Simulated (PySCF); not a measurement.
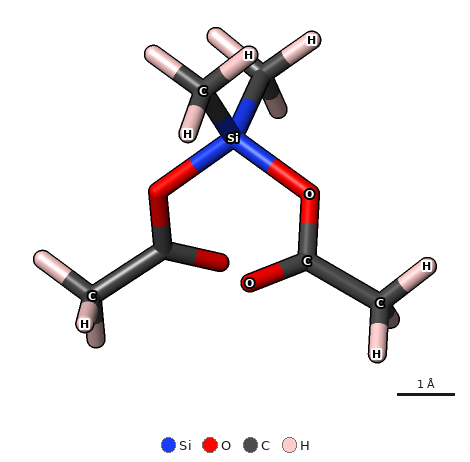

**Figure 1.** The structure (stick view, seen at a tilt). Bond lengths as drawn: C–C 1.50 Å, C–H 1.10 Å, C–O 1.20 to 1.34 Å, C–Si 1.85 Å and O–Si 1.70 Å.

C6H12O4Si: NMR shielding calculation

- system: C6H12O4Si (Si(OAc)2Me2)
- method: GIAO PBE0/pcSseg-1 NMR shielding, non-relativistic, gas phase (PySCF 2.14.0)

The geometry comes from this level: PBE0-D3(BJ)/def2-SVP. It belongs to a series of runs on one base structure; here: two ligands: Me to OAc1. Figures and captions count atoms from 1; the log counts them from 0 in places.

Input file:
```
{"job": {"kind": "nmr", "xc": "PBE0", "basis": "pcSseg-1"}, "charge": 0, "multiplicity": 1}
Si    -0.936784     0.045021    -0.634692
O     -0.931392    -0.175803     1.054068
C     -0.065426    -0.984789     1.680083
C     -0.103409    -0.810939     3.166591
O      0.663086    -1.738389     1.085730
H      0.529238    -1.562012     3.651606
H     -1.137990    -0.875971     3.531732
H      0.263588     0.199281     3.403815
O      0.655914     0.192634    -1.222229
C      1.613163     0.892097    -0.597414
C      2.961226     0.681242    -1.214624
O      1.390448     1.585204     0.362510
H      3.694623     1.354617    -0.757974
H      2.912046     0.835414    -2.301567
H      3.257401    -0.365407    -1.046500
C     -1.867038     1.622338    -0.899270
H     -1.909747     1.880530    -1.968231
H     -1.363895     2.437069    -0.357958
H     -2.897468     1.535958    -0.522008
C     -1.616242    -1.454444    -1.479597
H     -1.615835    -1.324661    -2.572549
H     -2.648025    -1.655801    -1.154126
H     -0.990223    -2.323547    -1.229136
```

The first line tells a small driver script what to run in PySCF; the rest is the geometry in Å.

Run as:
```bash
OMP_NUM_THREADS=2 python <driver script> task.json out
```

Log:
```
coarse grid: 19928 points
cycle   1  E = -825.1845355902  dE =  1.624e+00  |g| = 1.339e+00  |ddm| = 4.260e+00
cycle   2  E = -824.6536397401  dE =  5.309e-01  |g| = 2.180e+00  |ddm| = 2.267e+00
cycle   3  E = -825.4948320180  dE = -8.412e-01  |g| = 3.611e-01  |ddm| = 1.573e+00
cycle   4  E = -825.5187216142  dE = -2.389e-02  |g| = 9.318e-02  |ddm| = 2.792e-01
cycle   5  E = -825.5199134171  dE = -1.192e-03  |g| = 3.600e-02  |ddm| = 7.011e-02
cycle   6  E = -825.5201903565  dE = -2.769e-04  |g| = 4.630e-03  |ddm| = 2.615e-02
cycle   7  E = -825.5201944689  dE = -4.112e-06  |g| = 1.202e-03  |ddm| = 3.824e-03
final grid: 188472 points
cycle   8  E = -825.6250606117  dE = -1.598e-05  |g| = 1.796e-02  |ddm| = 2.692e-02
cycle   9  E = -825.6249751863  dE =  8.543e-05  |g| = 2.821e-02  |ddm| = 2.747e-02
cycle  10  E = -825.6251188011  dE = -1.436e-04  |g| = 3.158e-03  |ddm| = 1.736e-02
cycle  11  E = -825.6251206525  dE = -1.851e-06  |g| = 4.870e-04  |ddm| = 2.080e-03
cycle  12  E = -825.6251206904  dE = -3.788e-08  |g| = 1.510e-04  |ddm| = 3.911e-04
cycle  13  E = -825.6251206952  dE = -4.811e-09  |g| = 2.526e-05  |ddm| = 1.275e-04
cycle  14  E = -825.6251206953  dE = -1.123e-10  |g| = 1.197e-05  |ddm| = 2.943e-05
```

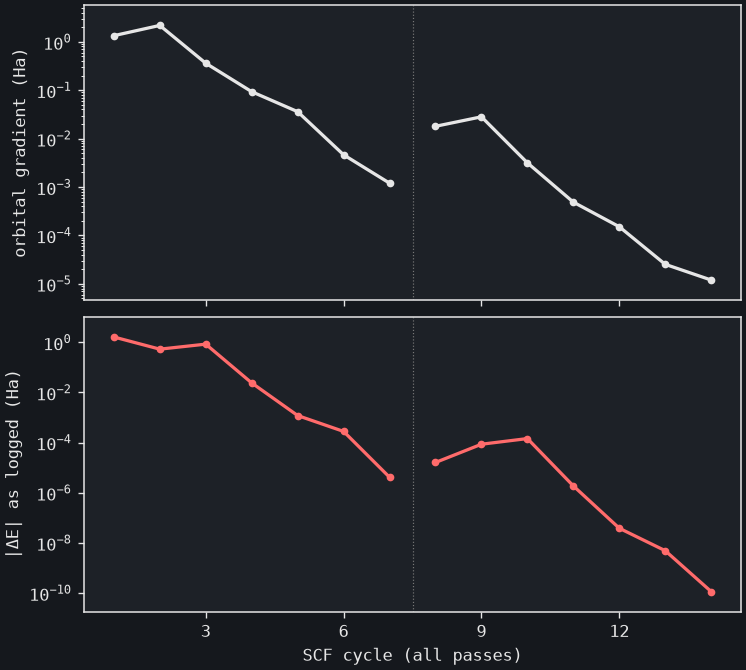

**Figure 2.** Convergence of the self-consistent field: orbital gradient and size of the energy change against the SCF cycle. The dotted line marks the change from a coarse to the final integration grid. The first 7 cycles use a coarse grid, the final grid takes over at cycle 8, and the field converges after 14 cycles in all.

```
converged SCF energy = -825.6251206953

GIAO shielding tensors (ppm)
atom      isotropic    diamagn.    paramagn.     s11        s22        s33       span
  0 Si     338.220     886.254    -548.034    302.567    304.620    407.472    104.905
  1 O      103.612     409.398    -305.786    -37.837    159.742    188.932    226.769
  2 C        8.274     252.920    -244.646    -96.617     49.067     72.371    168.988
  3 C      161.239     250.067     -88.828    138.898    152.466    192.353     53.455
  4 O     -132.029     408.244    -540.272   -394.988   -242.863    241.765    636.753
  5 H       29.655      27.766       1.889     25.471     27.906     35.587     10.117
  6 H       29.223      28.478       0.745     25.280     28.490     33.899      8.619
  7 H       28.898      30.014      -1.117     25.218     28.511     32.963      7.745
  8 O      104.238     409.446    -305.208    -36.639    159.026    190.326    226.965
  9 C        8.543     252.825    -244.282    -96.314     49.713     72.229    168.543
 10 C      161.187     250.043     -88.856    138.645    152.555    192.362     53.717
 11 O     -132.026     408.321    -540.347   -396.324   -241.547    241.792    638.116
 12 H       29.644      27.751       1.893     25.451     27.920     35.562     10.110
 13 H       29.228      28.522       0.705     25.269     28.525     33.890      8.621
 14 H       28.913      29.917      -1.005     25.266     28.452     33.020      7.754
 15 C      186.225     259.336     -73.111    179.415    186.172    193.089     13.674
 16 H       31.228      31.066       0.162     27.129     28.483     38.073     10.944
 17 H       30.336      33.811      -3.475     25.486     28.901     36.621     11.135
 18 H       31.090      31.225      -0.135     26.967     28.303     37.999     11.033
 19 C      186.099     259.389     -73.291    179.327    185.972    192.997     13.670
 20 H       31.084      31.279      -0.195     26.963     28.294     37.995     11.032
 21 H       31.231      31.046       0.185     27.149     28.483     38.063     10.914
 22 H       30.266      33.824      -3.558     25.347     28.910     36.541     11.194
```

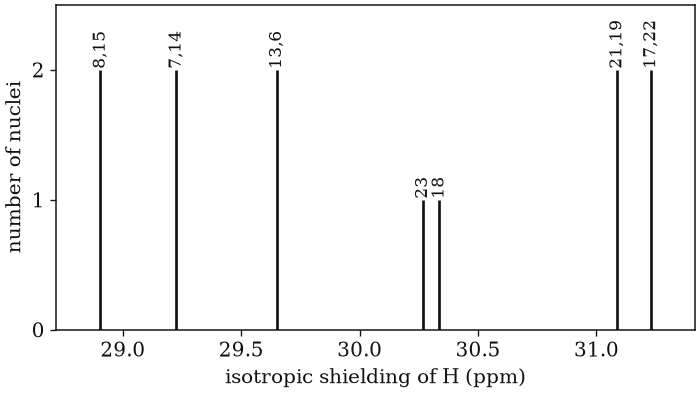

**Figure 3.** Isotropic shieldings of the hydrogen nuclei in this fixed geometry, labelled by atom number; shielding grows to the right, so chemical shift grows to the left. The least shielded is H8 (28.9 ppm), the most shielded H22 (31.2 ppm).

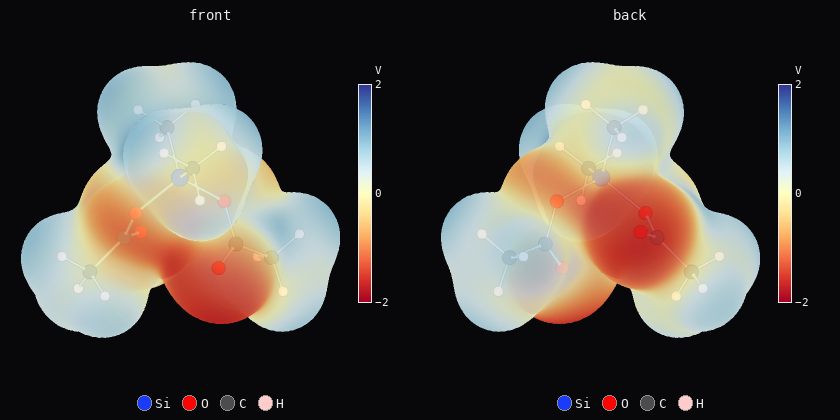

**Figure 4.** The electrostatic potential painted on the density surface at 0.002 e/bohr³, seen at a tilt and from behind; the colour scale runs from red (negative) to blue (positive). Its dipole moment is 1.78 D.

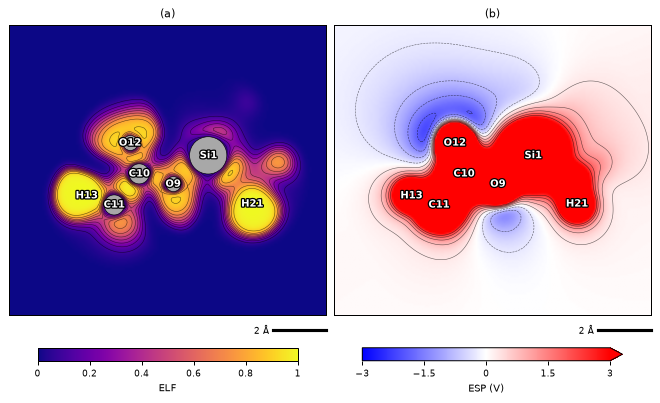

**Figure 5.** (a) ELF; (b) molecular electrostatic potential on the plane of atoms O9, C10 and O12. Grey discs, where drawn, cover atomic cores. Atoms in the plane: Si, O, C and H. C–O (1.20 Å): the ELF peaks at about 0.85 between the atoms; a double or triple bond. C–C (1.50 Å): the ELF peaks at about 0.95 between the atoms, which marks a covalent bond. Si–O (1.70 Å): the ELF peaks at about 0.90 between the atoms (a shared but strongly polarised pair). C–H (1.10 Å): the ELF climbs to about 1 towards the hydrogen, as it does in any bond to H; a covalent bond by its length.

Results in brief:

```csv
quantity,value
outcome,converged
total energy,−825.625121 hartree
HOMO,−7.88 eV
LUMO,0.13 eV
dipole moment,1.78 D
"isotropic shielding, Si",338.2 ppm
"isotropic shielding, O",−132.0 to 104.2 ppm
"isotropic shielding, C",8.3 to 186.2 ppm
"isotropic shielding, H",28.9 to 31.2 ppm
hardware,"2 CPU threads, shared host"
wall time,2 min (CPU time 4.3 min)
peak memory,2.2 GiB
```
